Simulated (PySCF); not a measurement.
C₅H₉NOSi: excited-state calculation

System: C₅H₉NOSi, SMILES C[C@@H]1C[C@H](C#N)O[SiH2]1.
Method: TDDFT CAM-B3LYP/def2-SVPD, vertical, gas phase, core orbitals frozen in the response (PySCF 2.14.0).

The geometry comes from this level: GFN2-xTB.

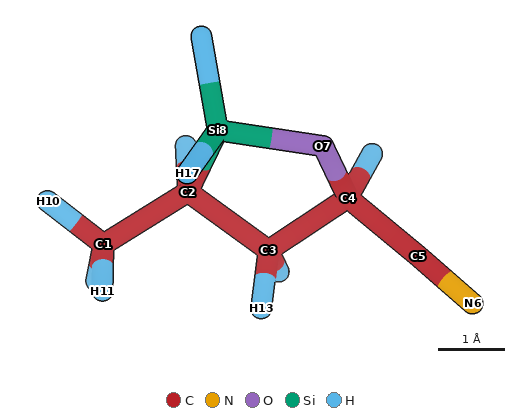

*The input geometry (stick view, seen at a tilt; atoms are numbered from 1 in the order of the input).*

Bond lengths as drawn: C–C 1.45 to 1.54 Å, C–H 1.09 to 1.10 Å, C–N 1.14 Å, C–O 1.41 Å, C–Si 1.91 Å, H–Si 1.46 Å and O–Si 1.64 Å.

**The input**
```
{"job": {"kind": "uv", "xc": "CAM-B3LYP", "basis": "def2-SVPD", "nstates": 8, "ntriplets": 3}, "charge": 0, "multiplicity": 1}
C     -2.178063    -0.027289     0.189411
C     -0.785043     0.513570    -0.098052
C      0.100788    -0.522721    -0.795391
C      1.560745    -0.080467    -0.590161
C      2.457008    -1.211464    -0.727540
N      3.140792    -2.121159    -0.830191
O      1.708380     0.491279     0.690430
Si     0.313426     0.971797     1.402023
H     -2.674373    -0.329936    -0.731990
H     -2.786337     0.734645     0.670409
H     -2.128821    -0.890588     0.849307
H     -0.884795     1.382580    -0.757917
H     -0.037573    -1.495110    -0.315438
H     -0.120532    -0.628856    -1.858308
H      1.843856     0.675216    -1.339286
H      0.403422     2.403241     1.655163
H      0.060123     0.147291     2.577620
```

The first line tells a small driver script what to run in PySCF; the rest is the geometry in Å.

Run on 1 CPU thread, shared host.

Run as:
```bash
OMP_NUM_THREADS=1 python <driver script> task.json out
```

**Output**
```
coarse grid: 14784 points
cycle   1  E = -614.7095445305  dE =  1.281e+00  |g| = 8.063e-01  |ddm| = 6.460e+00
cycle   2  E = -614.5657068462  dE =  1.438e-01  |g| = 1.208e+00  |ddm| = 2.535e+00
cycle   3  E = -614.8456485851  dE = -2.799e-01  |g| = 1.255e-01  |ddm| = 1.470e+00
cycle   4  E = -614.8478743802  dE = -2.226e-03  |g| = 8.101e-02  |ddm| = 2.302e-01
cycle   5  E = -614.8491609811  dE = -1.287e-03  |g| = 1.603e-02  |ddm| = 1.133e-01
cycle   6  E = -614.8492176201  dE = -5.664e-05  |g| = 3.599e-03  |ddm| = 2.912e-02
cycle   7  E = -614.8492208597  dE = -3.240e-06  |g| = 7.852e-04  |ddm| = 8.587e-03
final grid: 138520 points
cycle   8  E = -614.9531061326  dE = -3.743e-05  |g| = 3.522e-03  |ddm| = 9.142e-02
cycle   9  E = -614.9531061609  dE = -2.831e-08  |g| = 3.711e-03  |ddm| = 1.476e-02
cycle  10  E = -614.9531092993  dE = -3.138e-06  |g| = 4.849e-04  |ddm| = 5.695e-03
cycle  11  E = -614.9531093345  dE = -3.522e-08  |g| = 2.796e-04  |ddm| = 9.356e-04
cycle  12  E = -614.9531093485  dE = -1.402e-08  |g| = 9.430e-05  |ddm| = 4.872e-04
cycle  13  E = -614.9531093505  dE = -1.907e-09  |g| = 2.441e-05  |ddm| = 1.199e-04
cycle  14  E = -614.9531093506  dE = -1.301e-10  |g| = 6.017e-06  |ddm| = 4.691e-05
```

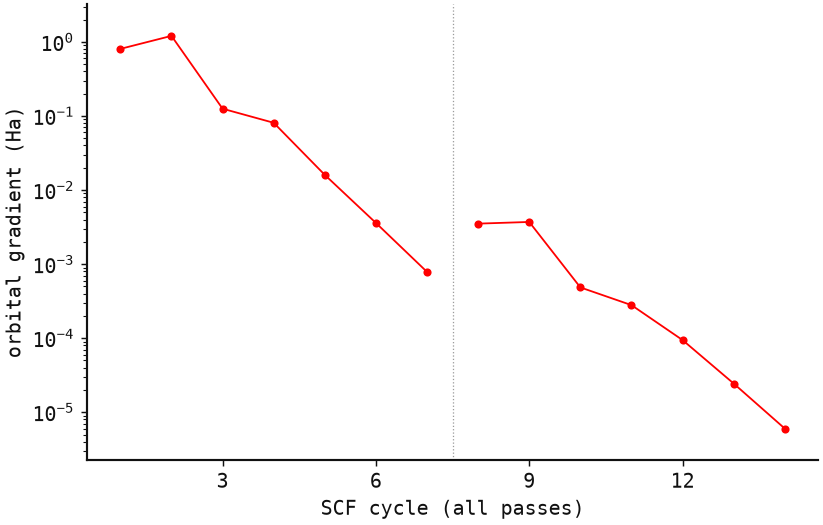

*Convergence of the self-consistent field: orbital gradient against the SCF cycle. The dotted line marks the change from a coarse to the final integration grid.*

The first 7 cycles use a coarse grid, the final grid takes over at cycle 8, and the field converges after 14 cycles in all.

```
converged SCF energy = -614.9531093506

Static polarisability (au): isotropic 86.222, principal 74.183 83.581 100.904

Singlet excitations
state   eV       nm        f      main configurations
  1   7.1563    173.3   0.00723   H->L 0.47, H-1->L 0.35
  2   7.3143    169.5   0.01244   H->L 0.46, H-1->L 0.41
  3   7.5877    163.4   0.00032   H-2->L 0.25, H-2->L+3 0.22, H-1->L+3 0.11
  4   7.7065    160.9   0.00237   H->L+1 0.88
  5   7.9193    156.6   0.02802   H-1->L+1 0.68
  6   8.1236    152.6   0.01241   H-3->L+3 0.16, H-2->L+7 0.14, H-3->L 0.12
  7   8.3143    149.1   0.00171   H-3->L+7 0.40, H-4->L+7 0.14
  8   8.4265    147.1   0.00788   H->L+3 0.24, H-1->L+3 0.15, H-2->L 0.13

Triplet excitations (Tamm-Dancoff, eV): 6.4122 6.7401 6.8447
```

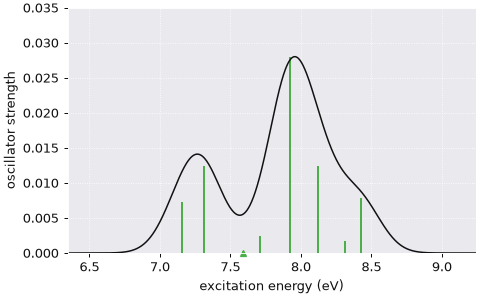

*Computed excitations as sticks (degenerate states added up, dark ones marked on the axis), with a Gaussian envelope of 0.35 eV full width at half maximum, scaled to the tallest.*

Of the 8 states the lowest lies at 7.16 eV (f = 0.007); the strongest line is at 7.92 eV, or 157 nm (f = 0.028).

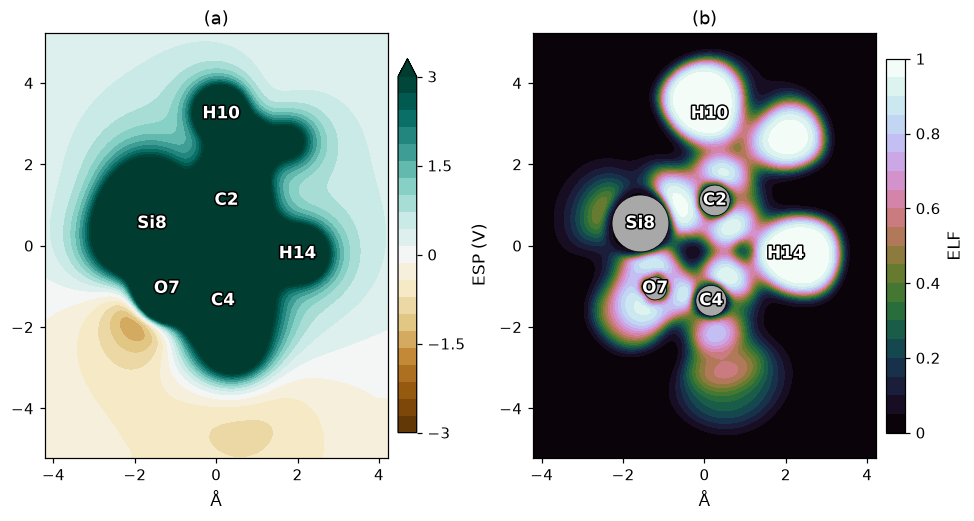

*(a) electrostatic potential; (b) ELF on the plane of atoms C4, O7 and Si8. Grey discs, where drawn, cover atomic cores.*

The section cuts through C, O, Si and H sites.

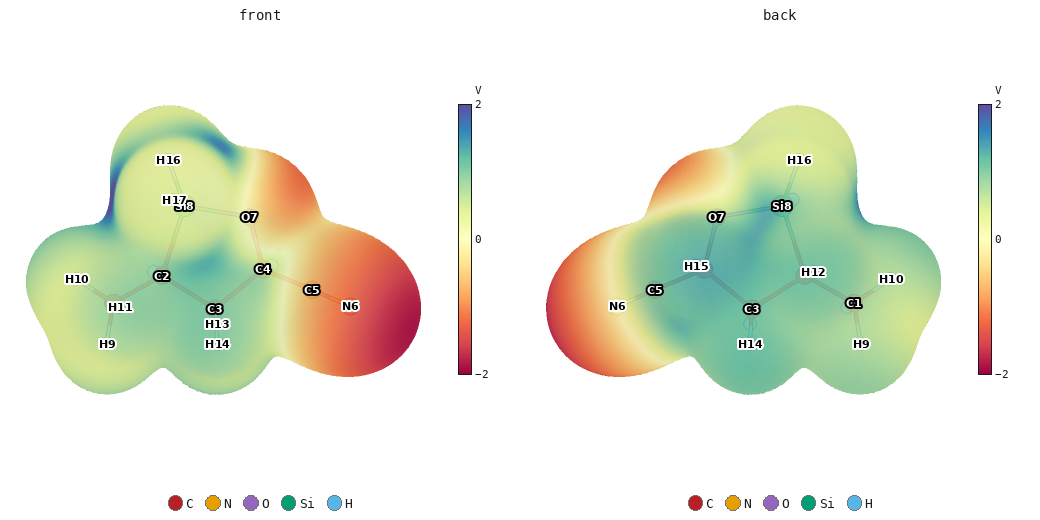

*The electrostatic potential painted on the density surface at 0.002 e/bohr³, seen face on and from behind; the colour scale runs from red (negative) to blue (positive).*

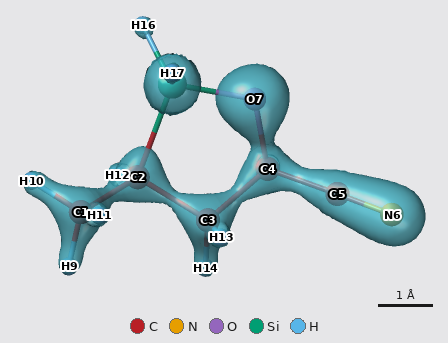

*Isosurface of the total electron density at 1.5 e/Å³ (cyan), seen at an oblique angle.*

At this value the surface falls into four separate pieces. It is pinched off along the Si–O (1.64 Å) contacts. On the grid the lowest density along these lines, outside the cores, is 3.3 e/Å³ (C–N, 1.14 Å), 1.8 e/Å³ (C–O, 1.41 Å), 1.9 e/Å³ (C–C, 1.45 Å) and 0.97 e/Å³ (Si–O, 1.64 Å).

**Results in brief**

| quantity | value |
| --- | --- |
| outcome | converged |
| total energy | −614.953109 hartree |
| HOMO | −9.88 eV |
| LUMO | 0.67 eV |
| dipole moment | 4.98 D |
| mean polarisability | 86.22 a.u. |
| lowest singlet excitation | 7.16 eV |
| wall time | 2.1 min |
| peak memory | 1.2 GiB |
